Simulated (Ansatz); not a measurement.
**What a change does: single-point calculation on CF₃NOSi**

System: CF₃NOSi, SMILES O=C=N[Si](F)(F)F.
Method of the first run: RKS SPW92/def2-TZVPP (Ansatz 0.2.0).

The geometry comes from this level: PBE0-D4/def2-TZVP. Text and figures count atoms from 1; the logs count them from 0 in places.

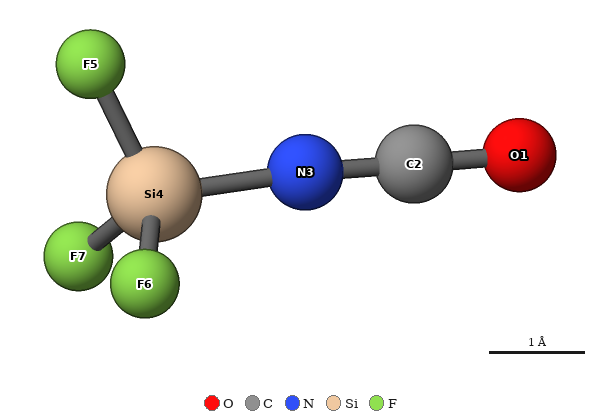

Figure 1. The input geometry (ball-and-stick view, seen at a tilt; atoms are numbered from 1 in the order of the input). Bond lengths as drawn: C–N 1.19 Å, C–O 1.16 Å, F–Si 1.57 Å and N–Si 1.66 Å.

## The input, the first run
```yaml
crystal:
  periodic: [false, false, false]
  atoms:
    - {symbol: O, position_ang: [1.073280, -2.404421, 1.510740]}
    - {symbol: C, position_ang: [0.689020, -1.479682, 0.929779]}
    - {symbol: N, position_ang: [0.302206, -0.521799, 0.329921]}
    - {symbol: Si, position_ang: [-0.342986, 0.766238, -0.499391]}
    - {symbol: F, position_ang: [0.797877, 1.720511, -0.988908]}
    - {symbol: F, position_ang: [-1.312473, 1.581902, 0.421289]}
    - {symbol: F, position_ang: [-1.145723, 0.269250, -1.749032]}
basis:
  gaussian: {orbitals: def2-TZVPP}
hamiltonian: {xc: lda}
output: {orbitals: {seedname: orbitals}}
```

Hardware: 4 CPU threads, shared host.

## Output (the first run)
```
Functional definition: SPW92
  exchange = slater_x
  correlation = pw_c
1242 factors; their error is unknown
mean field evaluation 1: about -20486.1321 eV, gradient 8.4e1 eV
mean field evaluation 2: about -20466.3746 eV, gradient 1.4e2 eV
mean field evaluation 4: about -20496.3564 eV, gradient 1.4e1 eV
mean field evaluation 8: about -20496.7434 eV, gradient 1.3e-1 eV
mean field evaluation 16: about -20496.7287 eV, gradient 3.5e-5 eV
mean field -20496.72867763 eV, -753.2408857213 hartree, gradient 3.8e-5 eV, S^2 0.000000; 0 other end points of the search recorded, 0 dependent functions left out
reference -20496.72870895 eV, -753.2408868720 hartree; 31, 31 occupied and 197, 197 virtual orbitals, 1242 factors
Total energy: -20496.72870895 eV, -753.2408868720 hartree
```

For the second run the input was changed thus:
```diff
-hamiltonian: {xc: lda}
+correlation: {method: ccsd_t}
```

What does this change do to the results?

The total energies belong to different methods, so their difference says nothing on which is more stable or more accurate. The HOMO goes from −8.65 to −13.50 eV. The LUMO goes from −1.33 to 3.37 eV.

## Output (the second run)
```
Functional definition: HF
  exchange = exact_x
  correlation = 0
1475 factors; integrals over basis functions are off by at most 7.2e-4 eV
mean field evaluation 1: about -20538.0553 eV, gradient 5.3e1 eV
mean field evaluation 2: about -20538.3643 eV, gradient 5.3e1 eV
mean field evaluation 4: about -20542.7474 eV, gradient 4.0e0 eV
mean field evaluation 8: about -20542.8098 eV, gradient 6.1e-1 eV
mean field evaluation 16: about -20538.0557 eV, gradient 5.3e1 eV
mean field -20542.81044428 eV, -754.9343594102 hartree, gradient 2.6e-6 eV, S^2 0.000000; 0 other end points of the search recorded, 0 dependent functions left out
11 core orbitals not correlated: weight in the atoms' cores, before any rotation towards them, 1.000 or more for the frozen orbitals, at most 0.000 for the correlated occupied ones
reference -20542.81044428 eV, -754.9343594102 hartree; 20, 20 occupied and 197, 197 virtual orbitals, 1475 factors
second order -38.29671993 eV of doubles, -0.00000000 eV of singles
cycle   1  -37.14588828 eV  change     1.2e0 eV  update   1.4e-1
cycle   2  -37.99707417 eV  change   -8.5e-1 eV  update   4.5e-2
cycle   3  -38.19050432 eV  change   -1.9e-1 eV  update   1.9e-2
cycle   4  -38.16857762 eV  change    2.2e-2 eV  update   4.6e-3
cycle   5  -38.16062726 eV  change    8.0e-3 eV  update   1.6e-3
cycle   6  -38.16178473 eV  change   -1.2e-3 eV  update   5.3e-4
cycle   7  -38.16181460 eV  change   -3.0e-5 eV  update   1.4e-4
cycle   8  -38.16165445 eV  change    1.6e-4 eV  update   4.5e-5
cycle   9  -38.16164572 eV  change    8.7e-6 eV  update   1.4e-5
perturbative correction -1.42121914 eV, -0.0522288401 hartree
Total energy: -20582.39330914 eV, -756.3890028637 hartree
```

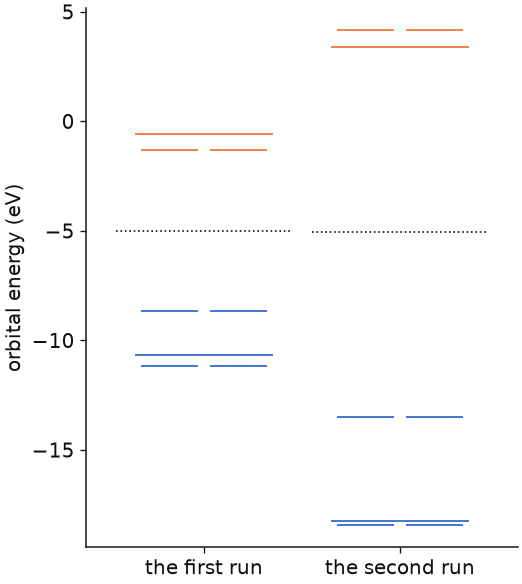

Figure 2. The five highest filled and three lowest empty orbital energies of the two runs; the dotted lines part filled from empty levels. The HOMO–LUMO gap is 7.31 eV in the first run and 16.87 eV in the second run.

## The two runs side by side

| quantity | the first run | the second run |
| --- | --- | --- |
| outcome | converged | converged |
| total energy (hartree) | −753.240887 | −756.389003 |
| HOMO (eV) | −8.65 | −13.50 |
| LUMO (eV) | −1.33 | 3.37 |
| basis functions | 228 | 228 |
| wall time (shared host) | 1 s | 1.9 min |
